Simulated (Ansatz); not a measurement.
# C$_{2}$H$_{5}$Si (charge −1): phonon calculation

C$_{2}$H$_{5}$Si, charge −1, SMILES [CH-]=C[SiH3], computed with RKS PBE-D4/6-31G* (Ansatz 0.2.0).

It belongs to a series of runs on one base structure; here: vibrations at the highest image of the band. Figures and captions count atoms from 1; the log counts them from 0 in places.

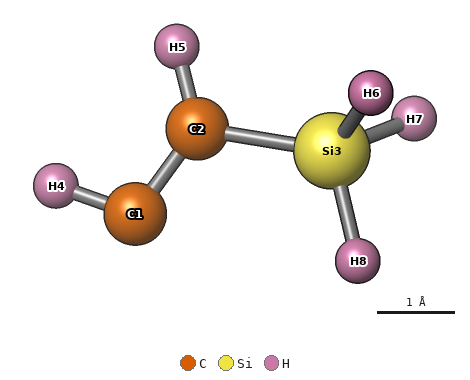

The structure (ball-and-stick view, seen at a tilt; atoms are numbered from 1 in the order of the input). Bond lengths as drawn: C–C 1.38 Å, C–H 1.13 to 1.14 Å, C–Si 1.85 Å and H–Si 1.51 to 1.54 Å.

### Input file
```yaml
crystal:
  periodic: [false, false, false]
  atoms:
    - { symbol: C, position_ang: [-1.411601, -0.047364, -1.112549] }
    - { symbol: C, position_ang: [-0.232205, 0.488163, -0.636188] }
    - { symbol: Si, position_ang: [0.544344, -0.386185, 0.794473] }
    - { symbol: H, position_ang: [-1.741197, 0.618497, -1.981239] }
    - { symbol: H, position_ang: [0.324349, 1.399293, -1.003147] }
    - { symbol: H, position_ang: [0.763853, 0.441174, 2.072254] }
    - { symbol: H, position_ang: [1.971825, -0.919503, 0.587712] }
    - { symbol: H, position_ang: [-0.219367, -1.594065, 1.278685] }
total_charge: -1
basis:
  gaussian: { orbitals: "6-31G*" }
hamiltonian:
  xc: pbe
  dispersion: d4
phonons: {}
```

Command:
```bash
ansatz run input.yaml --threads 1 --pin off --max-ram 2048MiB --backend cpu --events-out ev --progress --plain --runs-dir out
```

### Log
```
Engine: ansatz 0.2.0, aarch64-unknown-linux-gnu
Functional definition: PBE
  parameter kappa = 0.804
  parameter beta = 0.06672455060314922
  exchange = pbe_x(kappa = kappa, mu = beta*pi^2/3)
  correlation = pbe_c(beta = beta)
756 factors; their error is unknown
mean field evaluation 1: about -10019.9211 eV, gradient 3.0e1 eV
mean field evaluation 2: about -9996.0958 eV, gradient 8.2e1 eV
mean field evaluation 4: about -10022.1959 eV, gradient 1.2e1 eV
mean field evaluation 8: about -10022.5542 eV, gradient 2.5e-1 eV
mean field evaluation 16: about -10022.4900 eV, gradient 1.6e-4 eV
mean field -10022.48996761 eV, -368.3197128220 hartree, gradient 1.8e-5 eV, S^2 0.000000; 0 other end points of the search recorded, 0 dependent functions left out
the calculation of the forces begins
reference -10022.49000176 eV, -368.3197140769 hartree; 16, 16 occupied and 43, 43 virtual orbitals, 756 factors
these checks for a lower state are left out or cut short: stability, starts, cluster_reference, orbital_swaps, neighbouring_geometries, increment
756 factors; their error is unknown
mean field -10022.48982817 eV, -368.3197076978 hartree, gradient 1.3e-6 eV, S^2 0.000000; 0 other end points of the search recorded, 0 dependent functions left out
[... from here on the field's lines of each further geometry are left out, up to the last ...]
the calculation of the forces begins
reference -10022.48998727 eV, -368.3197135444 hartree; 16, 16 occupied and 43, 43 virtual orbitals, 756 factors
these checks for a lower state are left out or cut short: stability, starts, cluster_reference, orbital_swaps, neighbouring_geometries, increment
756 factors; their error is unknown
mean field -10022.48996202 eV, -368.3197126164 hartree, gradient 1.7e-6 eV, S^2 0.000000; 0 other end points of the search recorded, 0 dependent functions left out
the calculation of the forces begins
reference -10022.48999616 eV, -368.3197138713 hartree; 16, 16 occupied and 43, 43 virtual orbitals, 756 factors
WARN: phonons: modes at or below zero, which the zero-point energy, F, S and C_V leave out: 1, the lowest at -112.06 cm⁻¹. A minimum has none, and a first-order saddle one
Total energy: -10022.65975668 eV, -368.3259524553 hartree
Atom 0 at    -1.411601    -0.047364    -1.112549 Å, force     0.000032    -0.009720     0.009985 eV/Å
Atom 1 at    -0.232205     0.488163    -0.636188 Å, force     0.021629     0.030684     0.005122 eV/Å
Atom 2 at     0.544344    -0.386185     0.794473 Å, force    -0.018430    -0.004659    -0.015218 eV/Å
Atom 3 at    -1.741197     0.618497    -1.981239 Å, force    -0.007422    -0.010989    -0.001488 eV/Å
Atom 4 at     0.324349     1.399293    -1.003147 Å, force    -0.001941    -0.000785    -0.005265 eV/Å
Atom 5 at     0.763853     0.441174     2.072254 Å, force     0.001441     0.000981     0.009590 eV/Å
Atom 6 at     1.971825    -0.919503     0.587712 Å, force     0.010813    -0.006424     0.002049 eV/Å
Atom 7 at    -0.219367    -1.594065     1.278685 Å, force    -0.006123     0.000912    -0.004774 eV/Å
Dipole moment:     0.598197     0.169224     0.336917 e Å
Vibrations: -112.06 264.06 400.54 579.70 691.64 702.15 903.21 910.22 956.85 997.20 1056.52 1250.98 1397.83 1954.83 1977.94 2125.69 2571.53 2688.10 cm⁻¹, zero-point energy 1.328428 eV
```

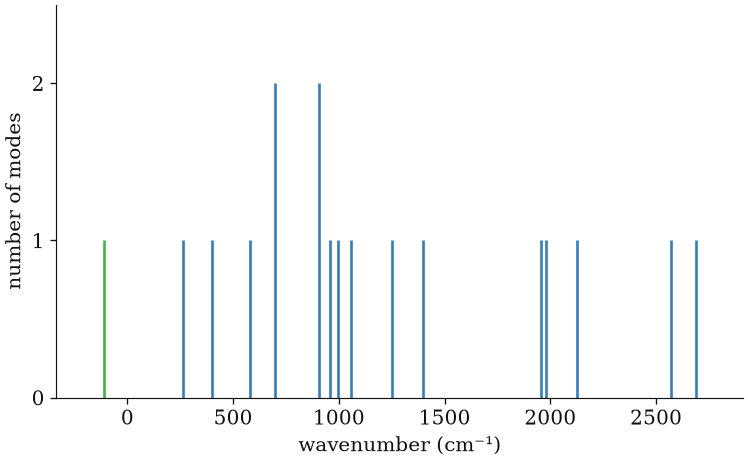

Harmonic vibrational wavenumbers from the force constants; neighbouring modes closer than 13 cm⁻¹ are counted in one stick, and imaginary ones are drawn at negative wavenumbers. 18 modes from 112i to 2688 cm⁻¹, 1 imaginary beyond 8i (112i cm⁻¹): a first-order saddle point, if the geometry is stationary.

### Summary

- outcome: converged
- total energy: −10022.6598 eV
- mean-field energy: −10022.4900 eV
- largest force (length of the vector): 0.038 eV/Å
- hardware: 1 thread of Arm Neoverse V2, 24 GiB of memory available, shared host
- wall time: 37 s
- peak memory: 0.09 GiB
